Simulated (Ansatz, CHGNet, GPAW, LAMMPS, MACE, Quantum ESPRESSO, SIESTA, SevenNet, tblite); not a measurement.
**48Ga2O3-52ZnO (mol %) with crystalline order left by the classical run (93 atoms) in GPAW**

How do the settings of GPAW change the result for 48Ga2O3-52ZnO (mol %) with crystalline order left by the classical run (93 atoms)? A plane-wave run serves as the yardstick.

Program: GPAW 26.7.0. Level of theory: the method is named at each step. Results are calculated unless marked as measured.

### Step 1. The structure

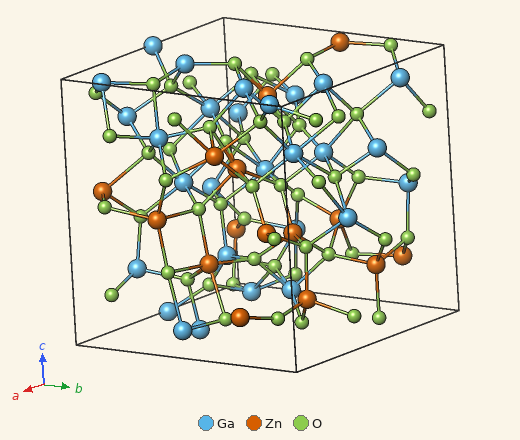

The starting structure, seen slightly off an axis (gallium blue, zinc orange, oxygen green). Some periodic images of atoms are drawn too.

The cell holds 93 atoms: 26 Ga, 14 Zn and 53 O. Cell: a = 10.069 Å, b = 10.069 Å, c = 10.069 Å, α = 90.0°, β = 90.0°, γ = 90.0°. 93 atoms (26 Fe, 14 Zn, 53 O) placed at random at 4.69 g/cm³, melted at 5000 K for 10 ps at fixed volume with the Morse and Coulomb pair potential with partial charges (Pedone, Malavasi, Menziani, Cormack and Segre, J. Phys. Chem. B 110, 11780 (2006)). Quenched from 5000 K to 300 K at 20 K/ps and fixed volume, held 10 ps at zero pressure, then minimised at fixed cell. Then Fe was replaced by Ga and the cell scaled by 1.005 (the potential has no terms for the new elements, so the cell is a start for a DFT relaxation).

The yardstick, on the same geometry:

| Item | Value |
| --- | --- |
| method | Kohn-Sham DFT, PBE, PAW, plane waves (Ansatz 0.2.0); cutoff 420 eV, Γ point, fermi-dirac smearing of 0.05 eV; PAW set soft_2 |
| r.m.s. force component | 0.3635 eV/Å |
| longest force | 1.381 eV/Å |
| pressure | 4.147 GPa |
| gap (highest filled to lowest empty level) | 0.8332 eV |
| SCF cycles | 10 |
| time | 25 s on 4 threads of Arm Neoverse V2, shared host |
| CPU time | 96 s |

### Step 2. PBE, LCAO dzp, h 0.18 Å

Method: Kohn-Sham DFT, PBE, PAW, atomic orbitals (dzp).

run.py

```python
import numpy as np
from ase.io import read
from gpaw import GPAW, FermiDirac
from ase.parallel import parprint as print

atoms = read("structure.xyz")
atoms.calc = GPAW(
    mode="lcao",
    basis="dzp",
    h=0.18,
    xc="PBE",
    kpts={"size": (1, 1, 1), "gamma": True},
    occupations=FermiDirac(0.05),
    maxiter=200,
    symmetry={"point_group": False},
    txt="gpaw.txt",
)
energy = atoms.get_potential_energy(force_consistent=True)
forces = atoms.get_forces()
print(f"energy {energy:.6f} eV")
print("forces (eV/A)")
for i, (a, f) in enumerate(zip(atoms, forces)):
    print(f"{i:4d} {a.symbol:2s} {f[0]:10.5f} {f[1]:10.5f} {f[2]:10.5f}")
print(f"Fermi level {atoms.calc.get_fermi_level():.4f} eV")
for k in range(len(atoms.calc.get_ibz_k_points())):
    for s in range(atoms.calc.get_number_of_spins()):
        e = atoms.calc.get_eigenvalues(kpt=k, spin=s)
        n = np.searchsorted(e, atoms.calc.get_fermi_level())
        print(f"k {k} spin {s} levels about the Fermi level:", np.round(e[max(n - 6, 0):n], 4).tolist(), "|", np.round(e[n:n + 6], 4).tolist())
```

structure.xyz

```xyz
93
Lattice="10.06936 0.00000 0.00000 0.00000 10.06936 0.00000 0.00000 0.00000 10.06936" Properties=species:S:1:pos:R:3 pbc="T T T"
Ga 6.19437 2.80563 10.04338
Ga 5.82261 2.15202 5.39909
Ga 3.46910 9.36984 6.90104
Ga 9.34557 1.30942 9.91540
Ga 2.80704 1.13723 4.40867
Ga 6.54508 0.27268 7.87645
Ga 1.52531 9.13512 9.08438
Ga 0.98176 3.82998 7.75794
Ga 6.42395 5.62857 9.46429
Ga 6.13204 7.52916 7.12025
Ga 0.98881 3.53082 2.64099
Ga 0.79125 1.01902 6.74687
Ga 3.09804 6.60560 6.36202
Ga 4.49315 0.09264 10.05617
Ga 8.30783 3.00409 7.73407
Ga 7.02660 0.69992 2.26198
Ga 9.12244 4.22591 0.76376
Ga 3.95665 7.42837 9.26019
Ga 0.81803 8.68684 4.89371
Ga 4.37554 2.85164 2.36388
Ga 3.92916 5.38378 1.22876
Ga 3.13046 3.90067 5.43292
Ga 3.77108 2.01498 7.71746
Ga 5.40503 9.30177 4.69776
Ga 8.53197 8.36633 9.61624
Ga 2.14145 2.19391 0.40972
Zn 0.48242 0.38616 2.21526
Zn 6.00365 4.78133 6.22971
Zn 3.02353 8.66609 2.30659
Zn 8.55946 5.72020 7.39051
Zn 3.73080 4.65406 8.45383
Zn 7.77002 7.30975 4.44905
Zn 6.32245 7.90787 1.67615
Zn 4.86431 6.31903 3.69022
Zn 1.70615 6.08723 3.46527
Zn 10.03643 7.59542 1.81802
Zn 8.93072 3.19098 4.80752
Zn 7.04926 4.03912 2.78055
Zn 0.98962 6.05098 9.98870
Zn 8.17411 0.18246 5.40020
O 3.18182 8.78824 0.33712
O 9.07259 8.65139 4.67621
O 4.27424 5.44611 5.27232
O 3.80058 1.53618 0.99586
O 0.01098 2.10651 8.14219
O 0.49149 5.67862 1.81742
O 2.06523 9.89677 5.61749
O 9.04782 3.64017 2.88266
O 5.93136 9.73294 1.13603
O 9.43570 4.08111 6.51971
O 5.16548 4.70662 2.60947
O 0.29533 9.45845 7.56652
O 5.38590 1.49510 8.89135
O 3.31181 6.73771 2.56587
O 1.00029 0.49733 0.25194
O 5.14121 8.93787 8.43933
[... 33 atom lines left out ...]
O 8.20280 7.93949 1.38272
O 2.64623 7.89901 7.84051
O 4.98826 4.18624 9.90926
O 0.30893 7.86226 9.90503
```

Started as:

```sh
OMP_NUM_THREADS=1 mpirun -np 2 gpaw python run.py > output.txt
```

The program printed:

```text
energy -469.736999 eV
forces (eV/A)
   0 Ga   -0.06855   -0.52962   -0.09998
   1 Ga   -0.40671   -0.47266    0.38625
   2 Ga    0.55048    0.28803    0.65313
   3 Ga   -0.41842   -0.85382   -0.22707
   4 Ga    0.10373   -0.29612    0.14130
   5 Ga   -0.40251   -0.40501    0.17977
   6 Ga   -0.43112    0.41188   -1.10103
   7 Ga   -0.79123   -0.28615    0.38700
   8 Ga    0.23552    0.16896    0.01468
   9 Ga   -0.35098    0.73228    0.60033
  10 Ga    0.06491   -0.25745    0.54024
  11 Ga   -0.36786   -0.45164   -0.14608
  12 Ga   -0.15299    0.87250   -0.22342
  13 Ga    0.31117   -0.13028   -0.77197
  14 Ga    0.28424   -0.29812   -0.00910
  15 Ga   -0.50371   -0.34746   -0.08787
  16 Ga    0.10612    1.01246   -0.39012
  17 Ga    0.50380    0.60901   -0.61203
  18 Ga    0.13284   -0.28697   -0.18112
  19 Ga   -0.58342    0.02657   -0.05979
  20 Ga    0.02361    0.30801    0.30756
  21 Ga   -0.14943   -0.65079    0.05259
  22 Ga   -0.39296   -0.86754   -0.45464
  23 Ga   -0.64474    0.42267    0.19979
[...]
85 O    -0.17941   -0.83622   -0.78156
  86 O     0.01273   -0.17568   -0.61091
  87 O     0.17927   -0.00671    0.14753
  88 O    -0.35699    0.02348   -0.68583
  89 O     0.17245   -0.10920    0.29733
  90 O    -0.70033   -1.05812    0.31031
  91 O    -0.38719    1.14150   -0.00099
  92 O     0.29989    0.37874   -0.35890
Fermi level 5.7952 eV
k 0 spin 0 levels about the Fermi level: [4.7116, 4.7654, 4.8294, 4.9215, 5.0192, 5.4302] | [6.1602, 8.1808, 8.7028, 8.9339, 8.9729, 9.1572]
```

gpaw.txt:

```text
Input parameters:
  mode=LCAO(),
  basis={'default': 'dzp'},
  h=0.18,
  kpts=MonkhorstPack(size=(1, 1, 1), gamma=True),
  maxiter=200,
  occupations=Occupations(name='fermi-dirac', width=0.05, fixmagmom=False),
  symmetry=Symmetry(point_group=False),
  xc=XC(name='PBE')
Unit cell  # Å
| periodic |         x |         y |         z |   lengths |    angles |
|----------|-----------|-----------|-----------|-----------|-----------|
|      yes | 10.069360 |  0.000000 |  0.000000 | 10.069360 | 90.000000 |
|      yes |  0.000000 | 10.069360 |  0.000000 | 10.069360 | 90.000000 |
|      yes |  0.000000 |  0.000000 | 10.069360 | 10.069360 | 90.000000 |
Number of symmetries: 1
Symmetry operations  # r_c * U_cc + t_c -> r_c
|   | kind |            matrix            |
|---|------|------------------------------|
| 0 |  E   |  1, 0, 0,  0, 1, 0,  0, 0, 1 |
BZ-sampling:
  Number of BZ points: 1
  Number of IBZ points: 1
  Monkhorst-Pack size: [1, 1, 1]
  Monkhorst-Pack shift: [0, 0, 0]
[... lines left out ...]
        l=0, rc=2.2969 Bohr: 2s-dz split-valence wave
        l=1, rc=2.8906 Bohr: 2p-dz split-valence wave
        l=2, rc=5.3906 Bohr: d-type Gaussian polarization
      Number of RI-basis functions 0
Reference energy: -2167225.204854  # eV
eigensolver:
density mixing:
  MSR1-Mixer
occupation numbers:
  Fermi-Dirac:
    width: 0.0500  # eV
FastPoissonSolver using
    Stencil: 6*3+1=19 point O(h^6) finite-difference Laplacian
xc functional:
  name: PBE with 2 nearest neighbor stencil
interpolation: tri-quintic # 5. degree polynomial
Initialization done in: 6.829 s
convergence criteria:
- Maximum [total energy] change in last 3 cyles: 0.0005 eV / valence electron
- Maximum integral of absolute [dens]ity change: 0.0001 electrons / valence electron
- Maximum integral of absolute [eigenst]ate change: 4e-08 eV^2 / valence electron
maximum number of iterations: 200
SCF iterations
|iter     |      energy | eigst |  dens |
|---------|-------------|-------|-------|
|iter:   1| -519.222418 |      c|       |
|iter:   2| -506.187756 |      c| -0.88 |
|iter:   3| -470.219647 |      c| -0.93 |
|iter:   4| -469.852214 |      c| -1.53 |
|iter:   5| -469.825950 |      c| -1.81 |
|iter:   6| -469.738102c|      c| -2.42 |
|iter:   7| -469.736927c|      c| -3.09 |
|iter:   8| -469.736487c|      c| -3.35 |
|iter:   9| -469.736440c|      c| -3.71 |
|iter:  10| -469.736439c|      c| -4.25c|
Converged in 10 steps
SCF loop duration: 133.948 s (13.395 s/step)
Energy contributions relative to reference atoms: (reference = -2167225.204854)
Energy contributions:
  Kinetic:        1471.056850
  Coulomb:       -1272.118665
  Zero:             15.584288
  External:          0.000000
  Xc:             -684.258351
  Entropy:          -0.001121
  Spinorbit:         0.000000
  ----------------------------
  Free energy:    -469.736999
  Extrapolated:   -469.736439
dipole moment: (-38.685545, -56.807849, 122.905523)  # |e|*Ang
Fermi level: 5.795
Eigenvalues  # (at kpt = [0.000, 0.000, 0.000])
| band index |      eig [eV] | occ [0-2] |
|------------|---------------|-----------|
|          0 |       -14.490 |     2.000 |
|        ... |               |           |
|        274 |         4.633 |     2.000 |
|        275 |         4.660 |     2.000 |
[...]
|        289 |         9.561 |     0.000 |
|        ... |               |           |
|        342 |        13.888 |     0.000 |
Gap: 0.730 eV
Transition (v -> c):
  (s=0, k=0, n=281, [0.00, 0.00, 0.00]) -> (s=0, k=0, n=282, [0.00, 0.00, 0.00])
No difference between direct/indirect transitions
Force computation time: 34.263  # s
```

Elapsed: 3 min, on 2 MPI ranks of Arm Neoverse V2, shared host; peak memory 2.3 GiB; 5.9 min of CPU time.

Banners, paths, timers and routine set-up lines are dropped from the logs unmarked, and long logs keep their key lines alone; longer cuts are marked.

Compared with the plane-wave run:

```
r.m.s. force component                           : 0.463 eV/Å
r.m.s. difference of force components            : 346.9 meV/Å
longest difference of force vectors              : 1337 meV/Å
force difference over r.m.s. force               : 95.43 %
slope of forces against the reference's          : 0.8561
correlation of force components                  : 0.672
gap (highest filled to lowest empty level) : 0.73 eV
gap difference                                   : -0.1032 eV
```

This run lies far from the reference in forces at the same functional. Basis and potentials both differ; the latter hold 564 valence electrons against the reference's 824.

Length of the force difference by element (eV/Å):

| element | atoms | mean | most |
| --- | --- | --- | --- |
| Ga | 26 | 0.37 | 0.75 |
| O | 53 | 0.69 | 1.3 |
| Zn | 14 | 0.13 | 0.30 |

Levels nearest the highest filled one (eV from it): -0.72, -0.66, -0.60, -0.51, -0.41, 0.00, 0.73, 2.75, 3.27, 3.50, 3.54, 3.73.

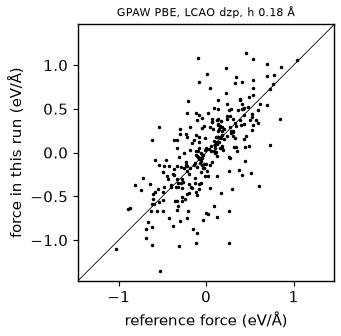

Force components against those of the reference; the line marks equality.

The surroundings of O52, which has 2 bonded neighbours where the commonest count for O is 4, nearest first, numbered as they follow in the input and with coordinates relative to it.

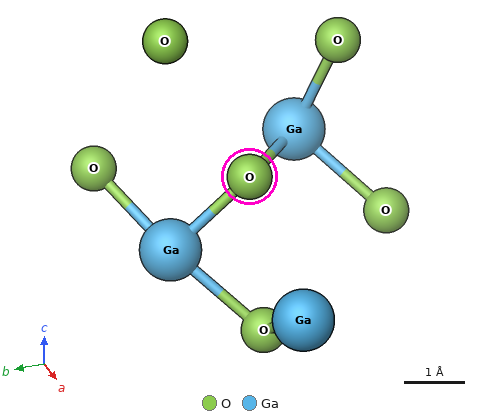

The atoms of the table, within 2.9 Å (arrows a, b, c point along x, y, z); some may hide others; the central atom is ringed.

| atom | x | y | z | distance (Å) | bonds | Fx | Fy | Fz (eV/Å) |
| --- | --- | --- | --- | --- | --- | --- | --- | --- |
| O52 | 0.00 | 0.00 | 0.00 | 0.00 | 2 | 0.09 | -0.73 | 0.37 |
| Ga12 | 0.50 | 1.63 | -0.82 | 1.89 | 5 | -0.37 | -0.45 | -0.15 |
| Ga7 | 1.23 | -0.32 | 1.52 | 1.98 | 6 | -0.43 | 0.41 | -1.10 |
| O47 | 1.77 | 0.44 | -1.95 | 2.67 | 4 | -0.18 | 0.37 | -0.09 |
| O45 | -0.28 | 2.72 | 0.58 | 2.79 | 4 | -0.54 | 0.78 | 0.86 |
| Ga19 | 0.52 | -0.77 | -2.67 | 2.83 | 4 | 0.13 | -0.29 | -0.18 |
| O93 | 0.01 | -1.60 | 2.34 | 2.83 | 4 | 0.30 | 0.38 | -0.36 |
| O91 | 2.35 | -1.56 | 0.27 | 2.83 | 4 | -0.70 | -1.06 | 0.31 |
| O76 | -2.35 | 0.62 | 1.52 | 2.86 | 3 | 0.43 | 0.59 | 0.20 |

Atoms are counted from 1 here, from 0 in the log.

Forces lie 95 % from the reference's, at 3.7 times its CPU time (on 2 against 4 cores).

### Step 3. PBE, LCAO dzp, h 0.18 Å, other mixer settings

Method: Kohn-Sham DFT, PBE, PAW, atomic orbitals (dzp).

run.py, as its differences from that of step 2:

```diff
@@ -2,3 +2,3 @@
 from ase.io import read
-from gpaw import GPAW, FermiDirac
+from gpaw import GPAW, FermiDirac, Mixer
 from ase.parallel import parprint as print
@@ -13,2 +13,3 @@
     occupations=FermiDirac(0.05),
+    mixer=Mixer(0.1, 5, 50),
     maxiter=200,
```

structure.xyz is that of step 2.

The program printed:

```text
energy -469.737000 eV
forces (eV/A)
   0 Ga   -0.06858   -0.52918   -0.09966
   1 Ga   -0.40635   -0.47232    0.38636
   2 Ga    0.55096    0.28732    0.65421
   3 Ga   -0.41844   -0.85368   -0.22634
   4 Ga    0.10378   -0.29707    0.14077
   5 Ga   -0.40233   -0.40497    0.17918
   6 Ga   -0.43227    0.41198   -1.10132
   7 Ga   -0.79172   -0.28596    0.38782
   8 Ga    0.23510    0.16851    0.01463
   9 Ga   -0.35068    0.73194    0.59980
  10 Ga    0.06525   -0.25701    0.54028
  11 Ga   -0.36908   -0.45286   -0.14674
  12 Ga   -0.15228    0.87229   -0.22359
  13 Ga    0.31099   -0.13016   -0.77166
  14 Ga    0.28491   -0.29733   -0.00943
  15 Ga   -0.50375   -0.34771   -0.08818
  16 Ga    0.10548    1.01303   -0.38965
  17 Ga    0.50317    0.60812   -0.61205
  18 Ga    0.13302   -0.28894   -0.18224
  19 Ga   -0.58371    0.02731   -0.05977
  20 Ga    0.02390    0.30903    0.30771
  21 Ga   -0.14888   -0.65049    0.05343
  22 Ga   -0.39408   -0.86711   -0.45571
  23 Ga   -0.64460    0.42275    0.19961
[...]
85 O    -0.17778   -0.83647   -0.78235
  86 O     0.01115   -0.17753   -0.61030
  87 O     0.18245   -0.00861    0.14732
  88 O    -0.35859    0.02265   -0.68413
  89 O     0.17271   -0.10971    0.29616
  90 O    -0.69786   -1.05835    0.31094
  91 O    -0.38720    1.14361   -0.00213
  92 O     0.29992    0.37853   -0.35750
Fermi level 5.7956 eV
k 0 spin 0 levels about the Fermi level: [4.712, 4.7656, 4.8297, 4.9215, 5.0195, 5.431] | [6.1602, 8.181, 8.7028, 8.934, 8.9729, 9.1571]
```

gpaw.txt:

```text
Input parameters:
  mode=LCAO(),
  basis={'default': 'dzp'},
  h=0.18,
  kpts=MonkhorstPack(size=(1, 1, 1), gamma=True),
  maxiter=200,
  mixer=Pulay(name='pulay', nmaxold=5, beta=0.1, weight=50, sigma=0.015, g_ss=None),
  occupations=Occupations(name='fermi-dirac', width=0.05, fixmagmom=False),
  symmetry=Symmetry(point_group=False),
  xc=XC(name='PBE')
Unit cell  # Å
[... lines left out ...]
  Fermi-Dirac:
[... lines left out ...]
convergence criteria:
- Maximum [total energy] change in last 3 cyles: 0.0005 eV / valence electron
[... lines left out ...]
Converged in 13 steps
[... lines left out ...]
  Coulomb:       -1272.258874
  Zero:             15.622423
  External:          0.000000
  Xc:             -684.260768
  Entropy:          -0.001129
  Spinorbit:         0.000000
  ----------------------------
  Free energy:    -469.737000
  Extrapolated:   -469.736435
dipole moment: (-38.685603, -56.808909, 122.906568)  # |e|*Ang
Fermi level: 5.796
Eigenvalues  # (at kpt = [0.000, 0.000, 0.000])
| band index |      eig [eV] | occ [0-2] |
|------------|---------------|-----------|
|          0 |       -14.490 |     2.000 |
|        ... |               |           |
|        274 |         4.634 |     2.000 |
|        275 |         4.660 |     2.000 |
[...]
|        289 |         9.561 |     0.000 |
|        ... |               |           |
|        342 |        13.887 |     0.000 |
Gap: 0.729 eV
Transition (v -> c):
  (s=0, k=0, n=281, [0.00, 0.00, 0.00]) -> (s=0, k=0, n=282, [0.00, 0.00, 0.00])
No difference between direct/indirect transitions
Force computation time: 31.716  # s
```

It took 3.5 min on 2 MPI ranks; peak memory 2.3 GiB.

Numbers from this run, and their distance from the reference:

- r.m.s. force component: 0.4631 eV/Å
- r.m.s. difference of force components: 346.8 meV/Å
- longest difference of force vectors: 1337 meV/Å
- force difference over r.m.s. force: 95.4 %
- slope of forces against the reference's: 0.8565
- correlation of force components: 0.6723
- gap (highest filled to lowest empty level): 0.7292 eV
- gap difference: -0.104 eV
- energy less the same-level run's: 0 meV/atom
- r.m.s. force difference from the same-level run: 1.056 meV/Å

This run lies far from the reference in forces at the same functional. Basis and potentials both differ; the latter hold 564 valence electrons against the reference's 824.

Against the first run (95 %), the force difference from the reference is 95 %, at 1.2 times the CPU time: another solver or mixer reaches the same state.

[end of part 1 of 2]

[Also dropped from logs without a mark: logging warnings of Python, and SIESTA's first energy breakdown and zero terms.]

[Logs are printed without paths, hosts, clocks, repeated set-up lines and the standing remarks that a program may print on its own settings, such as how far it seeks lower states.]

[Hosts, paths, dates, database ids (printed as entryN), source tags and the programs' standing remarks are cut or masked in the printed files.]
